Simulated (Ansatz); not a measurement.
**C2H8BClO (SMILES CC.OBCl): a chain of runs**

Aim: a series of 25 runs (wB97X-V/def2-TZVP, wB97X/def2-TZVP, B3LYP-D4/def2-TZVP, revPBE-D4/def2-TZVP, MP2/def2-TZVP) of C2H8BClO and its partners. 

The calculation is run with Ansatz 0.2.0.

**1. The system as given**

C2H8BClO has 13 atoms, charge 0, and is taken as a singlet. As SMILES, `CC.OBCl`. The coordinates come from a GFN2-xTB relaxation. This is one conformer, not always the lowest.

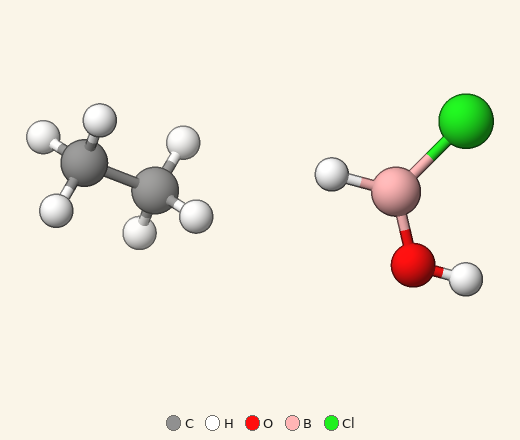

Viewed from a chosen angle; carbon grey, hydrogen white, oxygen red, boron pink, chlorine green.

**2. The energy at wB97X-V/def2-TZVP (run 1)**

The input, input.yaml:

```yaml
crystal:
  periodic: [false, false, false]
  atoms:
    - {symbol: C, position_ang: [-0.849900, 0.475190, 1.330060]}
    - {symbol: C, position_ang: [-0.101280, 0.199820, 2.625690]}
    - {symbol: H, position_ang: [-0.579910, -0.251630, 0.566780]}
    - {symbol: H, position_ang: [-1.924390, 0.418930, 1.490050]}
    - {symbol: H, position_ang: [-0.612040, 1.467930, 0.954280]}
    - {symbol: H, position_ang: [-0.375160, 0.926120, 3.388040]}
    - {symbol: H, position_ang: [0.973320, 0.259450, 2.467560]}
    - {symbol: H, position_ang: [-0.336930, -0.793840, 3.000360]}
    - {symbol: O, position_ang: [0.024740, -1.246340, -3.280600]}
    - {symbol: B, position_ang: [0.942700, -0.422640, -2.808070]}
    - {symbol: Cl, position_ang: [1.833190, 0.636200, -3.850810]}
    - {symbol: H, position_ang: [-0.145680, -1.250790, -4.225350]}
    - {symbol: H, position_ang: [1.151340, -0.418390, -1.657990]}
basis:
  gaussian: {orbitals: def2-TZVP}
hamiltonian: {xc: {name: wB97X-V}}
```

Started as:

```bash
$ ansatz run input.yaml --threads 1 --pin off --max-ram 2610MiB --events-out events.jsonl --progress --plain --runs-dir runs
```

Log:

```text
Warning: RAYON_NUM_THREADS=1 ignored (pool sized by the plan → 1); use --threads N
Functional definition: wB97X-V
  name "wB97X-V"
  parameter omega = 0.3/bohr
  parameter cx = 0.167
  parameter cx1 = 0.603
  parameter cx2 = 1.194
  parameter css0 = 0.556
  parameter css1 = -0.257
  parameter cos0 = 1.219
  parameter cos1 = -1.850
  parameter b = 6.0
  parameter c = 0.01
  exchange = spin_sum(e_x_unif_sr(omega)*poly(b97_u_x, 1 - cx, cx1, cx2)) + cx*exact_x_sr(omega) + exact_x_lr(omega)
  correlation = spin_sum(e_c_pw_same_spin*poly(b97_u_same, css0, css1))
      + integral(e_c_pw_opposite_spin*poly(b97_u_opposite, cos0, cos1)) + vv10(b, c)
1295 factors; their error is unknown
358 factors; integrals over basis functions are off by at most 4.0e-5 eV
mean field evaluation 1: about -17445.9689 eV, gradient 5.7e1 eV
mean field evaluation 2: about -17447.0464 eV, gradient 5.4e1 eV
mean field evaluation 4: about -17451.9772 eV, gradient 2.0e0 eV
mean field evaluation 8: about -17451.9976 eV, gradient 8.5e-2 eV
mean field evaluation 16: about -17452.0034 eV, gradient 5.2e-5 eV
mean field -17452.00339808 eV, -641.3492954867 hartree, gradient 5.2e-5 eV, S^2 0.000000; 0 other end points of the search recorded, 0 dependent functions left out
reference -17452.00339557 eV, -641.3492953946 hartree; 25, 25 occupied and 184, 184 virtual orbitals, 1295 factors
Total energy: -17452.00339557 eV, -641.3492953946 hartree
```

Wall time 21 s (1 thread of Intel Xeon at 2.70GHz, shared host); peak memory 0.45 GiB.

**3. C2H6: the energy at wB97X-V/def2-TZVP (run 2)**

The input, molecule.yaml:

```yaml
crystal:
  periodic: [false, false, false]
  atoms:
    - {symbol: C, position_ang: [-0.849900, 0.475190, 1.330060]}
    - {symbol: C, position_ang: [-0.101280, 0.199820, 2.625690]}
    - {symbol: H, position_ang: [-0.579910, -0.251630, 0.566780]}
    - {symbol: H, position_ang: [-1.924390, 0.418930, 1.490050]}
    - {symbol: H, position_ang: [-0.612040, 1.467930, 0.954280]}
    - {symbol: H, position_ang: [-0.375160, 0.926120, 3.388040]}
    - {symbol: H, position_ang: [0.973320, 0.259450, 2.467560]}
    - {symbol: H, position_ang: [-0.336930, -0.793840, 3.000360]}
basis:
  gaussian:
    orbitals: def2-TZVP
hamiltonian:
  xc: {name: wB97X-V}
```

Started as:

```bash
$ ansatz run molecule.yaml --threads 1 --pin off --max-ram 2610MiB --events-out events.jsonl --progress --plain --runs-dir runs
```

Log, cut to the lines that bear on the results:

```text
Warning: RAYON_NUM_THREADS=1 ignored (pool sized by the plan → 1); use --threads N
[... 2 set-up lines as earlier in the session ...]
[...]
      + integral(e_c_pw_opposite_spin*poly(b97_u_opposite, cos0, cos1)) + vv10(b, c)
624 factors; their error is unknown
204 factors; integrals over basis functions are off by at most 1.1e-5 eV
[...]
mean field -2172.25778115 eV, -79.8290010481 hartree, gradient 2.6e-5 eV, S^2 0.000000; 0 other end points of the search recorded, 0 dependent functions left out
reference -2172.25777953 eV, -79.8290009886 hartree; 9, 9 occupied and 89, 89 virtual orbitals, 624 factors
Total energy: -2172.25777953 eV, -79.8290009886 hartree
```

It took 4.5 s on 1 thread of Intel Xeon at 2.70GHz, shared host; peak memory 0.18 GiB.

Runs 3 to 7 aren't shown in full; the table further down has their settings and results.

**4. C2H6 among ghost functions: the energy at wB97X/def2-TZVP (with ghost functions) (run 8)**

The input, input.yaml:

```yaml
crystal:
  periodic: [false, false, false]
  atoms:
    - {symbol: C, position_ang: [-0.849900, 0.475190, 1.330060]}
    - {symbol: C, position_ang: [-0.101280, 0.199820, 2.625690]}
    - {symbol: H, position_ang: [-0.579910, -0.251630, 0.566780]}
    - {symbol: H, position_ang: [-1.924390, 0.418930, 1.490050]}
    - {symbol: H, position_ang: [-0.612040, 1.467930, 0.954280]}
    - {symbol: H, position_ang: [-0.375160, 0.926120, 3.388040]}
    - {symbol: H, position_ang: [0.973320, 0.259450, 2.467560]}
    - {symbol: H, position_ang: [-0.336930, -0.793840, 3.000360]}
basis:
  gaussian:
    orbitals: def2-TZVP
    ghost_atoms: [{symbol: O, position_ang: [0.024740, -1.246340, -3.280600]}, {symbol: B, position_ang: [0.942700, -0.422640, -2.808070]}, {symbol: Cl, position_ang: [1.833190, 0.636200, -3.850810]}, {symbol: H, position_ang: [-0.145680, -1.250790, -4.225350]}, {symbol: H, position_ang: [1.151340, -0.418390, -1.657990]}]
hamiltonian:
  xc: {name: wB97X}
```

Started as:

```bash
$ ansatz run input.yaml --threads 1 --pin off --max-ram 2610MiB --events-out events.jsonl --progress --plain --runs-dir runs
```

Log, cut to the lines that bear on the results:

```text
Warning: RAYON_NUM_THREADS=1 ignored (pool sized by the plan → 1); use --threads N
Functional definition: wB97X
  name "wB97X"
[...]
      + exact_x_lr(omega)
[...]
      + integral(e_c_pw_opposite_spin*poly(b97_u_opposite, 1, cos1, cos2, cos3, cos4))
1229 factors; their error is unknown
358 factors; integrals over basis functions are off by at most 4.1e-5 eV
[...]
mean field -2172.34064085 eV, -79.8320460858 hartree, gradient 1.0e-5 eV, S^2 0.000000; 0 other end points of the search recorded, 0 dependent functions left out
reference -2172.34061266 eV, -79.8320450498 hartree; 9, 9 occupied and 200, 200 virtual orbitals, 1229 factors
Total energy: -2172.34061266 eV, -79.8320450498 hartree
```

Wall time 14 s (1 thread of Intel Xeon at 2.70GHz, shared host); peak memory 0.38 GiB.

Runs 9 to 24 aren't shown in full; the table further down has their settings and results.

**5. BH2ClO among ghost functions: a single-point energy at MP2/def2-TZVP (with ghost functions) (run 25)**

The input, molecule.yaml:

```yaml
crystal:
  periodic: [false, false, false]
  atoms:
    - symbol: O
      position_ang: [0.024740, -1.246340, -3.280600]
    - symbol: B
      position_ang: [0.942700, -0.422640, -2.808070]
    - symbol: Cl
      position_ang: [1.833190, 0.636200, -3.850810]
    - symbol: H
      position_ang: [-0.145680, -1.250790, -4.225350]
    - symbol: H
      position_ang: [1.151340, -0.418390, -1.657990]
basis:
  gaussian:
    orbitals: def2-TZVP
    ghost_atoms: [{symbol: C, position_ang: [-0.849900, 0.475190, 1.330060]}, {symbol: C, position_ang: [-0.101280, 0.199820, 2.625690]}, {symbol: H, position_ang: [-0.579910, -0.251630, 0.566780]}, {symbol: H, position_ang: [-1.924390, 0.418930, 1.490050]}, {symbol: H, position_ang: [-0.612040, 1.467930, 0.954280]}, {symbol: H, position_ang: [-0.375160, 0.926120, 3.388040]}, {symbol: H, position_ang: [0.973320, 0.259450, 2.467560]}, {symbol: H, position_ang: [-0.336930, -0.793840, 3.000360]}]
correlation:
  method: mp2
  frozen_orbitals: {B: 1, Cl: 5, H: 0, O: 1}
```

Started as:

```bash
$ ansatz run molecule.yaml --threads 1 --pin off --max-ram 2610MiB --events-out events.jsonl --progress --plain --runs-dir runs
```

Log:

```text
Warning: RAYON_NUM_THREADS=1 ignored (pool sized by the plan → 1); use --threads N
Functional definition: HF
  name "HF"
  exchange = exact_x
  correlation = 0
1409 factors; integrals over basis functions are off by at most 1.3e-3 eV
mean field evaluation 1: about -15246.0742 eV, gradient 3.3e1 eV
mean field evaluation 2: about -15246.0768 eV, gradient 3.3e1 eV
mean field evaluation 4: about -15248.1679 eV, gradient 2.6e0 eV
mean field evaluation 8: about -15248.1941 eV, gradient 1.6e-4 eV
mean field -15248.19407882 eV, -560.3607967994 hartree, gradient 7.9e-6 eV, S^2 0.000000; 0 other end points of the search recorded, 0 dependent functions left out
7 core orbitals not correlated: weight in the atoms' cores, before any rotation towards them, 1.000 or more for the frozen orbitals, at most 0.000 for the correlated occupied ones
reference -15248.19407882 eV, -560.3607967994 hartree; 9, 9 occupied and 193, 193 virtual orbitals, 1409 factors
second order -14.15240514 eV of doubles, -0.00000000 eV of singles
Total energy: -15262.34648395 eV, -560.8808880952 hartree
```

Wall time 6.6 s (1 thread of Intel Xeon at 2.70GHz, shared host); peak memory 0.35 GiB.

**6. The series**

| run | level | fragment atoms | contact | partner | energy (Eh) | wall time |
| --- | --- | --- | --- | --- | --- | --- |
| 1 | wB97X-V/def2-TZVP | – | – | base | -641.349295 | 21 s |
| 2 | wB97X-V/def2-TZVP | (1, 2, 3, 4, 5, 6, 7, 8) | base | fragment | -79.829001 | 4.5 s |
| 3 | wB97X-V/def2-TZVP (with ghost functions) | (1, 2, 3, 4, 5, 6, 7, 8) | base | fragment with ghosts | -79.829006 | 19 s |
| 4 | wB97X-V/def2-TZVP | (9, 10, 11, 12, 13) | base | fragment | -561.519673 | 5.7 s |
| 5 | wB97X-V/def2-TZVP (with ghost functions) | (9, 10, 11, 12, 13) | base | fragment with ghosts | -561.519718 | 19 s |
| 6 | wB97X/def2-TZVP | – | – | base | -641.425473 | 21 s |
| 7 | wB97X/def2-TZVP | (1, 2, 3, 4, 5, 6, 7, 8) | base | fragment | -79.832037 | 5.1 s |
| 8 | wB97X/def2-TZVP (with ghost functions) | (1, 2, 3, 4, 5, 6, 7, 8) | base | fragment with ghosts | -79.832045 | 14 s |
| 9 | wB97X/def2-TZVP | (9, 10, 11, 12, 13) | base | fragment | -561.592972 | 4.5 s |
| 10 | wB97X/def2-TZVP (with ghost functions) | (9, 10, 11, 12, 13) | base | fragment with ghosts | -561.593012 | 12 s |
| 11 | B3LYP-D4/def2-TZVP | – | – | base | -641.515220 | 6 s |
| 12 | B3LYP-D4/def2-TZVP | (1, 2, 3, 4, 5, 6, 7, 8) | base | fragment | -79.868054 | 1.8 s |
| 13 | B3LYP-D4/def2-TZVP (with ghost functions) | (1, 2, 3, 4, 5, 6, 7, 8) | base | fragment with ghosts | -79.868062 | 6 s |
| 14 | B3LYP-D4/def2-TZVP | (9, 10, 11, 12, 13) | base | fragment | -561.646710 | 1.6 s |
| 15 | B3LYP-D4/def2-TZVP (with ghost functions) | (9, 10, 11, 12, 13) | base | fragment with ghosts | -561.646758 | 5.7 s |
| 16 | revPBE-D4/def2-TZVP | – | – | base | -641.350271 | 4.2 s |
| 17 | revPBE-D4/def2-TZVP | (1, 2, 3, 4, 5, 6, 7, 8) | base | fragment | -79.839579 | 1.2 s |
| 18 | revPBE-D4/def2-TZVP (with ghost functions) | (1, 2, 3, 4, 5, 6, 7, 8) | base | fragment with ghosts | -79.839595 | 4.2 s |
| 19 | revPBE-D4/def2-TZVP | (9, 10, 11, 12, 13) | base | fragment | -561.510297 | 2 s |
| 20 | revPBE-D4/def2-TZVP (with ghost functions) | (9, 10, 11, 12, 13) | base | fragment with ghosts | -561.510356 | 3.6 s |
| 21 | MP2/def2-TZVP | – | – | base | -640.493911 | 11 s |
| 22 | MP2/def2-TZVP | (1, 2, 3, 4, 5, 6, 7, 8) | base | fragment | -79.612570 | 1.2 s |
| 23 | MP2/def2-TZVP (with ghost functions) | (1, 2, 3, 4, 5, 6, 7, 8) | base | fragment with ghosts | -79.612632 | 7.5 s |
| 24 | MP2/def2-TZVP | (9, 10, 11, 12, 13) | base | fragment | -560.880784 | 1.6 s |
| 25 | MP2/def2-TZVP (with ghost functions) | (9, 10, 11, 12, 13) | base | fragment with ghosts | -560.880888 | 6.6 s |

**7. Outcome**

| quantity | value |
| --- | --- |
| BH2ClO among ghost functions, run 25: total energy | -560.88089 Eh |
| BH2ClO among ghost functions, run 25: correlation energy (7 core orbitals frozen) | -520.1 mEh |
| interaction energy of the rigid parts C2H6 and BH2ClO (parts in their own basis; closest atoms 2.82 Å apart), wB97X-V/def2-TZVP | -0.017 eV |
| interaction energy of the rigid parts C2H6 and BH2ClO (parts in the whole basis, counterpoise; closest atoms 2.82 Å apart), wB97X-V/def2-TZVP | -0.016 eV |
| interaction energy of the rigid parts C2H6 and BH2ClO (parts in their own basis; closest atoms 2.82 Å apart), wB97X/def2-TZVP | -0.013 eV |
| interaction energy of the rigid parts C2H6 and BH2ClO (parts in the whole basis, counterpoise; closest atoms 2.82 Å apart), wB97X/def2-TZVP | -0.011 eV |
| interaction energy of the rigid parts C2H6 and BH2ClO (parts in their own basis; closest atoms 2.82 Å apart), B3LYP-D4/def2-TZVP | -0.012 eV |
| interaction energy of the rigid parts C2H6 and BH2ClO (parts in the whole basis, counterpoise; closest atoms 2.82 Å apart), B3LYP-D4/def2-TZVP | -0.011 eV |
| interaction energy of the rigid parts C2H6 and BH2ClO (parts in the whole basis, counterpoise; closest atoms 2.82 Å apart), revPBE-D4/def2-TZVP | -0.009 eV |
| interaction energy of the rigid parts C2H6 and BH2ClO (parts in their own basis; closest atoms 2.82 Å apart), MP2/def2-TZVP | -0.015 eV |

In words: At wB97X-V/def2-TZVP: the interaction energy of the rigid parts C2H6 and BH2ClO (parts in their own basis; closest atoms 2.82 Å apart) is −0.02 eV (−1.6 kJ/mol). Without counterpoise this holds the superposition error of the basis. At wB97X-V/def2-TZVP: the interaction energy of the rigid parts C2H6 and BH2ClO (parts in the whole basis, counterpoise; closest atoms 2.82 Å apart) is −0.02 eV (−0.4 kcal/mol). The basis-set superposition error is 0.1 kJ/mol. At wB97X/def2-TZVP: the interaction energy of the rigid parts C2H6 and BH2ClO (parts in their own basis; closest atoms 2.82 Å apart) is −0.01 eV (−0.3 kcal/mol). At wB97X/def2-TZVP: the interaction energy of the rigid parts C2H6 and BH2ClO (parts in the whole basis, counterpoise; closest atoms 2.82 Å apart) is −0.01 eV (−0.3 kcal/mol). At B3LYP-D4/def2-TZVP: the interaction energy of the rigid parts C2H6 and BH2ClO (parts in their own basis; closest atoms 2.82 Å apart) is −0.01 eV (−1.2 kJ/mol). Totals of different functionals can't be ranked against each other. All runs together took 3.2 min, the longest 21 s.
